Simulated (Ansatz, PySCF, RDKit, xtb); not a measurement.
# Which structure has the formula [BSiF2]+?, part 2 of 2

Task: start from the formula [BSiF2]+ (charge +1), draw up candidate structures, narrow them down in stages, and characterise the one that lies lowest at 200 K.

xtb, Ansatz and PySCF; isolated molecules.

### 13 Frequencies after a tight-binding relaxation (GFN2-xTB)

The input, start.xyz:

```xyz
4
c219
B      0.403988     0.431186     0.635134
F      1.154235     0.179447     1.578665
F     -0.134090     0.190777    -2.162572
Si    -1.097204     0.957410    -1.139407
```

Run with:

```bash
$ xtb start.xyz --gfn 2 --ohess tight --chrg 1
```

Log, shortened:

```text
* xtb version 6.7.1
[...]
          :  # basis functions                  22          :
[...]
          :  # electrons                        20          :
[...]
          :  Hamiltonian                  GFN2-xTB          :
[...]
          :  net charge                          1          :
          :  unpaired electrons                  0          :
[...]
   *** convergence criteria satisfied after 12 iterations ***
[...]
   *** GEOMETRY OPTIMIZATION CONVERGED AFTER 20 ITERATIONS ***
[...]
   *** convergence criteria satisfied after 3 iterations ***
[...]
         ::                     SUMMARY                     ::
         :::::::::::::::::::::::::::::::::::::::::::::::::::::
         :: total energy             -11.964822331351 Eh    ::
         :: gradient norm              0.000723936714 Eh/a0 ::
         :: HOMO-LUMO gap              1.473703431801 eV    ::
         ::.................................................::
         :: SCC energy               -12.022837927841 Eh    ::
         :: -> isotropic ES            0.151469750231 Eh    ::
         :: -> anisotropic ES         -0.000727766245 Eh    ::
         :: -> anisotropic XC         -0.010631960423 Eh    ::
         :: -> dispersion             -0.001435779089 Eh    ::
         :: repulsion energy           0.058015596491 Eh    ::
         :: add. restraining           0.000000000000 Eh    ::
         :: total charge               1.000000000000 e     ::
         :::::::::::::::::::::::::::::::::::::::::::::::::::::
[...]
        10        2.0000           -0.6376140             -17.3504 (HOMO)
        11                         -0.5834564             -15.8767 (LUMO)
[...]
     #   Z          covCN         q      C6AA      α(0)
     1   5 B        1.666     0.380    33.720    12.237
Molecule has the following symmetry elements: (sigma)
It seems to be the Cs point group
     2   9 F        0.723     0.000     9.366     3.614
     3   9 F        0.705    -0.052     9.821     3.700
     4  14 Si       1.650     0.671   173.184    27.986
[...]
          | TOTAL ENERGY              -11.964822331351 Eh   |
          | TOTAL ENTHALPY            -11.950577017325 Eh   |
          | TOTAL FREE ENERGY         -11.984584594317 Eh   |
          | GRADIENT NORM               0.000723945169 Eh/α |
[...]
```

Wall time 0.082 s (1 thread of Intel Xeon 6975P-C (Granite Rapids), shared host).

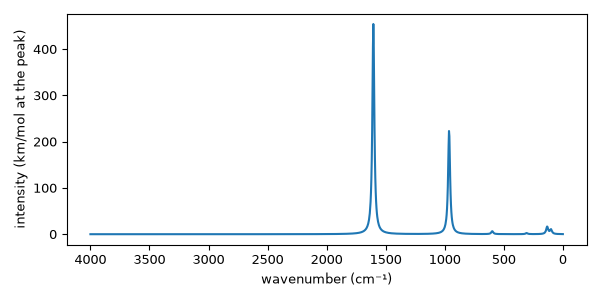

Harmonic infrared spectrum, unscaled, lines broadened by 10 cm⁻¹.

### 14 Electronic excitations (TD-PBE0/def2-SVPD)

An in-house driver calls PySCF's response routines at TD-PBE0/def2-SVPD; it has no typed input.

Log:

```text
coarse grid: 4888 points
cycle   1  E = -512.9751800308  dE =  5.568e-01  |g| = 6.343e-01  |ddm| = 2.636e+00
cycle   2  E = -512.7420700176  dE =  2.331e-01  |g| = 1.344e+00  |ddm| = 1.805e+00
cycle   3  E = -513.0683442299  dE = -3.263e-01  |g| = 7.632e-02  |ddm| = 9.813e-01
cycle   4  E = -513.0690282532  dE = -6.840e-04  |g| = 5.688e-02  |ddm| = 1.562e-01
cycle   5  E = -513.0695539445  dE = -5.257e-04  |g| = 1.286e-02  |ddm| = 4.628e-02
cycle   6  E = -513.0695819287  dE = -2.798e-05  |g| = 1.173e-03  |ddm| = 1.371e-02
cycle   7  E = -513.0695823784  dE = -4.498e-07  |g| = 2.892e-04  |ddm| = 3.768e-03
final grid: 46344 points
cycle   8  E = -513.1367026785  dE = -2.837e-05  |g| = 2.923e-03  |ddm| = 2.604e-02
cycle   9  E = -513.1367008997  dE =  1.779e-06  |g| = 4.582e-03  |ddm| = 5.445e-03
cycle  10  E = -513.1367043240  dE = -3.424e-06  |g| = 2.226e-04  |ddm| = 3.080e-03
cycle  11  E = -513.1367043320  dE = -7.975e-09  |g| = 1.044e-04  |ddm| = 3.390e-04
cycle  12  E = -513.1367043332  dE = -1.231e-09  |g| = 6.917e-05  |ddm| = 1.358e-04
cycle  13  E = -513.1367043340  dE = -7.940e-10  |g| = 7.101e-06  |ddm| = 5.441e-05
converged SCF energy = -513.1367043340

Static polarisability (au): isotropic 37.875, principal 30.265 31.630 51.730

Singlet excitations
state   eV       nm        f      main configurations
  1   3.6916    335.9   0.00385   H->L 0.99
  2   5.0638    244.8   0.03049   H->L+1 0.96
  3   6.1409    201.9   0.04332   H->L+2 0.83, H-1->L 0.16
  4   6.9628    178.1   0.48567   H->L+3 0.89
  5   7.2305    171.5   0.15812   H-1->L 0.77, H->L+2 0.14
  6   8.1793    151.6   0.10165   H->L+4 0.57, H-2->L 0.34
  7   8.2182    150.9   0.03443   H-1->L+1 0.48, H-2->L 0.41
  8   8.2316    150.6   0.03997   H-3->L 0.93

Triplet excitations (Tamm-Dancoff, eV): 2.2616 3.5225 4.2281
```

Wall time 2.7 s (1 thread of Intel Xeon 6975P-C (Granite Rapids), shared host).

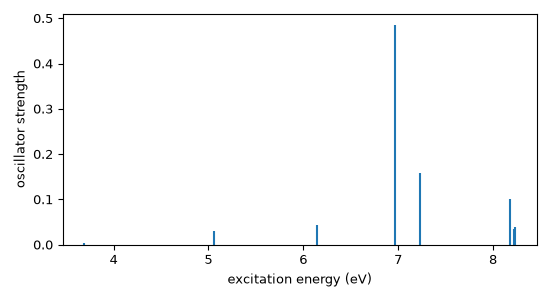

Vertical excitations as sticks.

The roots found:

| excited state | energy (eV) | strength |
| --- | --- | --- |
| 1 | 3.692 | 0.0039 |
| 2 | 5.064 | 0.0305 |
| 3 | 6.141 | 0.0433 |
| 4 | 6.963 | 0.4857 |
| 5 | 7.231 | 0.1581 |
| 6 | 8.179 | 0.1017 |
| 7 | 8.218 | 0.0344 |
| 8 | 8.232 | 0.0400 |

### 15 NMR shieldings (GIAO PBE0/pcSseg-1)

An in-house driver calls PySCF's response routines at GIAO PBE0/pcSseg-1; it has no typed input.

Log:

```text
coarse grid: 4888 points
cycle   1  E = -513.2278030669  dE =  5.747e-01  |g| = 6.904e-01  |ddm| = 1.790e+00
cycle   2  E = -512.9573583507  dE =  2.704e-01  |g| = 1.476e+00  |ddm| = 1.333e+00
cycle   3  E = -513.3265344182  dE = -3.692e-01  |g| = 8.004e-02  |ddm| = 7.345e-01
cycle   4  E = -513.3271250312  dE = -5.906e-04  |g| = 6.334e-02  |ddm| = 9.249e-02
cycle   5  E = -513.3277058872  dE = -5.809e-04  |g| = 1.402e-02  |ddm| = 3.010e-02
cycle   6  E = -513.3277326958  dE = -2.681e-05  |g| = 1.176e-03  |ddm| = 9.112e-03
cycle   7  E = -513.3277329809  dE = -2.851e-07  |g| = 4.223e-04  |ddm| = 2.325e-03
final grid: 46344 points
cycle   8  E = -513.3631417816  dE = -3.535e-05  |g| = 3.132e-03  |ddm| = 1.192e-02
cycle   9  E = -513.3631401023  dE =  1.679e-06  |g| = 4.791e-03  |ddm| = 3.632e-03
cycle  10  E = -513.3631435161  dE = -3.414e-06  |g| = 3.397e-04  |ddm| = 1.890e-03
cycle  11  E = -513.3631435282  dE = -1.212e-08  |g| = 9.142e-05  |ddm| = 2.420e-04
cycle  12  E = -513.3631435291  dE = -8.804e-10  |g| = 4.330e-05  |ddm| = 6.651e-05
cycle  13  E = -513.3631435294  dE = -2.708e-10  |g| = 1.105e-05  |ddm| = 2.463e-05
converged SCF energy = -513.3631435294

GIAO shielding tensors (ppm)
atom      isotropic    diamagn.    paramagn.     s11        s22        s33       span
  0 B       89.416     203.580    -114.164     22.937     36.602    208.709    185.772
  1 F      149.298     464.067    -314.769    -22.944     -4.006    474.844    497.788
  2 F       45.276     467.331    -422.055   -324.970    141.744    319.053    644.023
  3 Si     270.670     869.686    -599.016    -15.772    266.170    561.612    577.383
```

Run time: 2.1 s. Hardware: 1 thread of Intel Xeon 6975P-C (Granite Rapids), shared host.

Isotropic shieldings (absolute, not shifts):

| atoms | shielding (ppm) |
| --- | --- |
| B1 | 89.4 |
| F2 | 149.3 |
| F3 | 45.3 |
| Si4 | 270.7 |

### 16 One electron fewer at the same geometry (PBE0/def2-TZVPD)

The input, input.yaml:

```yaml
crystal:
  periodic: [false, false, false]
  atoms:
    - {symbol: B, position_ang: [0.403988, 0.431186, 0.635134]}
    - {symbol: F, position_ang: [1.154235, 0.179447, 1.578665]}
    - {symbol: F, position_ang: [-0.134090, 0.190777, -2.162572]}
    - {symbol: Si, position_ang: [-1.097204, 0.957410, -1.139407]}
basis:
  gaussian:
    orbitals: def2-TZVPD
total_charge: 2
magnetization:
  spin_polarized: true
  initial_magnetization: 1
hamiltonian:
  xc: pbe0
```

Run with:

```bash
$ ansatz run input.yaml --threads 1 --pin off --max-ram 2610MiB --events-out events.jsonl --progress --plain --runs-dir runs
```

Log:

```text
Warning: RAYON_NUM_THREADS=1 ignored (pool sized by the plan → 1); use --threads N
Functional definition: PBE0
  name "PBE0"
  parameter a = 0.25
  parameter kappa = 0.804
  parameter beta = 0.06672455060314922
  exchange = (1 - a)*pbe_x(kappa = kappa, mu = beta*pi^2/3) + a*exact_x
  correlation = pbe_c(beta = beta)
855 factors; their error is unknown
mean field evaluation 1: about -13929.0536 eV, gradient 9.7e1 eV
mean field evaluation 2: about -13644.3078 eV, gradient 2.4e2 eV
mean field evaluation 4: about -13953.5590 eV, gradient 3.2e1 eV
mean field evaluation 8: about -13956.5981 eV, gradient 9.3e-2 eV
mean field evaluation 16: about -13956.6228 eV, gradient 8.1e-5 eV
mean field -13956.62278838 eV, -512.8964273344 hartree, gradient 8.1e-5 eV, S^2 0.764932; 0 other end points of the search recorded, 0 dependent functions left out
reference -13956.62281910 eV, -512.8964284632 hartree; 18, 17 occupied and 142, 143 virtual orbitals, 855 factors
Total energy: -13956.62281910 eV, -512.8964284632 hartree
```

Run time: 3.3 s. Hardware: 1 thread of Intel Xeon 6975P-C (Granite Rapids), shared host.

Difference from the parent: 16.61 eV.

### 17 One electron more at the same geometry (PBE0/def2-TZVPD)

input.yaml: that of step 16 with these lines changed.

```diff
@@ -8,9 +8,5 @@
 basis:
-  gaussian:
-    orbitals: def2-TZVPD
-total_charge: 2
-magnetization:
-  spin_polarized: true
-  initial_magnetization: 1
-hamiltonian:
-  xc: pbe0
+  gaussian: {orbitals: def2-TZVPD}
+magnetization: {spin_polarized: true, initial_magnetization: 1}
+hamiltonian: {xc: {name: PBE0}}
+scf: {lower_state_search: off}
```

Run with:

```bash
$ ansatz run input.yaml --threads 1 --pin off --max-ram 2610MiB --events-out events.jsonl --progress --plain --runs-dir runs
```

Log, shortened:

```text
Warning: RAYON_NUM_THREADS=1 ignored (pool sized by the plan → 1); use --threads N
Functional definition: PBE0
  name "PBE0"
[...]
855 factors; their error is unknown
[...]
mean field -13980.35758512 eV, -513.7686650264 hartree, gradient 5.0e-6 eV, S^2 0.757479; 0 other end points of the search recorded, 0 dependent functions left out
reference -13980.35762275 eV, -513.7686664092 hartree; 19, 18 occupied and 141, 142 virtual orbitals, 855 factors
Total energy: -13980.35762275 eV, -513.7686664092 hartree
Checks for a lower state left out: stability, starts, cluster_reference, orbital_swaps, neighbouring_geometries, increment
```

Run time: 2.5 s. Hardware: 1 thread of Intel Xeon 6975P-C (Granite Rapids), shared host.

Parent less the species with the added electron: 7.12 eV.

### 18 The triplet at the same geometry (PBE0/def2-TZVPD)

input.yaml: that of step 17 with these lines changed.

```diff
@@ -8,5 +8,9 @@
 basis:
-  gaussian: {orbitals: def2-TZVPD}
-magnetization: {spin_polarized: true, initial_magnetization: 1}
-hamiltonian: {xc: {name: PBE0}}
-scf: {lower_state_search: off}
+  gaussian:
+    orbitals: def2-TZVPD
+total_charge: 1
+magnetization:
+  spin_polarized: true
+  initial_magnetization: 2
+hamiltonian:
+  xc: {name: PBE0}
```

Run with:

```bash
$ ansatz run input.yaml --threads 1 --pin off --max-ram 2610MiB --events-out events.jsonl --progress --plain --runs-dir runs
```

Log:

```text
Warning: RAYON_NUM_THREADS=1 ignored (pool sized by the plan → 1); use --threads N
Functional definition: PBE0
  name "PBE0"
  parameter a = 0.25
  parameter kappa = 0.804
  parameter beta = 0.06672455060314922
  exchange = (1 - a)*pbe_x(kappa = kappa, mu = beta*pi^2/3) + a*exact_x
  correlation = pbe_c(beta = beta)
855 factors; their error is unknown
mean field evaluation 1: about -13957.4312 eV, gradient 6.6e1 eV
mean field evaluation 2: about -13871.0706 eV, gradient 1.6e2 eV
mean field evaluation 4: about -13969.5660 eV, gradient 1.7e1 eV
mean field evaluation 8: about -13970.8069 eV, gradient 1.9e-1 eV
mean field evaluation 16: about -13970.8360 eV, gradient 1.3e-3 eV
mean field evaluation 32: about -13970.8360 eV, gradient 5.9e-5 eV
mean field -13970.83598010 eV, -513.4187524959 hartree, gradient 5.9e-5 eV, S^2 2.009305; 3 other end points of the search recorded, 0 dependent functions left out
reference -13970.83601616 eV, -513.4187538211 hartree; 19, 17 occupied and 141, 143 virtual orbitals, 855 factors
Total energy: -13970.83601616 eV, -513.4187538211 hartree
```

Wall time 4.8 s (1 thread of Intel Xeon 6975P-C (Granite Rapids), shared host).

It lies 2.40 eV above the singlet.

### 19 Stability of the closed-shell solution (PBE0/def2-SVP)

start.xyz: that of step 13 with these lines changed.

```diff
@@ -1,3 +1,3 @@
 4
-c219
+BF2Si
 B      0.403988     0.431186     0.635134
```

The input, run.py:

```python
from pyscf import gto, dft

system = gto.M(
    atom='start.xyz',
    basis='def2-svp',
    max_memory=1860,
    spin=0,
    charge=1,
    verbose=3,
)

mf = dft.RKS(system, xc='pbe0')
mf = mf.density_fit(auxbasis='def2-universal-jkfit')
mf.grids.level = 3
mf.max_cycle = 100
mf.kernel()
if not mf.converged:
    mf = mf.newton().run(mf.mo_coeff, mf.mo_occ)

etot = mf.e_tot
print('E = %.10f Eh' % etot)
mo_i, mo_e, stable_i, stable_e = mf.stability(internal=True, external=True, return_status=True)
print('stable: internal', stable_i, 'external', stable_e)
```

Run with:

```bash
$ OMP_NUM_THREADS=1 python run.py
```

Log:

```text
converged SCF energy = -513.122949536994
E = -513.1229495370 Eh
<class 'pyscf.df.df_jk.DFRKS'> wavefunction is stable in the internal stability analysis
<class 'pyscf.df.df_jk.DFRKS'> wavefunction is stable in the real -> complex stability analysis
<class 'pyscf.df.df_jk.DFRKS'> wavefunction is stable in the RHF/RKS -> UHF/UKS stability analysis
stable: internal True external True
```

It took 13 s on 1 thread of Intel Xeon 6975P-C (Granite Rapids), shared host.

### 20 Outcome

What follows sums up all 2 parts.

```
                                                       quantity                                                                  value
                                         lowest structure found                                           [F][B][Si][F] ‡, singlet, Cs
                                                  next finalist                   [F][B]([F])[Si] ‡, singlet, 8.1 kcal/mol higher in G
                      share at equilibrium, among the finalists                                                                100.0 %
                                                         funnel  9 starts, 3 minima at GFN2-xTB, 6 screening runs, 3 relaxed, 3 ranked
                                           CPU time of all runs                                                                2.9 min
harmonic wavenumbers, lowest and highest (PBE0-D3(BJ)/def2-SVP)                                                       92 and 1652 cm⁻¹
                            rotational constants, same geometry                                          0.5996, 0.08341, 0.07322 cm⁻¹
                                  HOMO energy (PBE0/def2-TZVPD)                                                              -14.20 eV
                                  LUMO energy (PBE0/def2-TZVPD)                                                               -9.20 eV
                                HOMO–LUMO gap (PBE0/def2-TZVPD)                                                                5.00 eV
                          lowest excitation (TD-PBE0/def2-SVPD)                                                    3.69 eV (f = 0.004)
                   strongest of the states computed, same level                                                    6.96 eV (f = 0.486)
            lowest triplet excitation, same level, Tamm-Dancoff                                                                2.26 eV
                                     vertical ionisation energy                                                               16.61 eV
                 vertical recombination energy (electron added)                                                                7.12 eV
                                  vertical triplet less singlet                                                               +2.40 eV
```

In words: The lowest structure found is `[F][B][Si][F]` ‡. The margin of 8.1 kcal/mol over the next finalist is beyond the usual error of the last level; it says nothing of structures that weren't ranked. HF/def2-TZVPP and MP2/def2-TZVPP already put its bonding pattern lowest among the structures in one piece; r2SCAN-D4/def2-SVP and PBE0-D3(BJ)/def2-SVP favour the singlet [F][B]([F])[Si] ‡. The largest share of the time went into the final energies (24 %). Lowest found is not proven lowest: the search is finite, and each finalist counts with one conformer.

‡ marks the bonded skeleton alone, with all bonds drawn single: no Lewis structure was assigned that passes a check against the bond lengths.
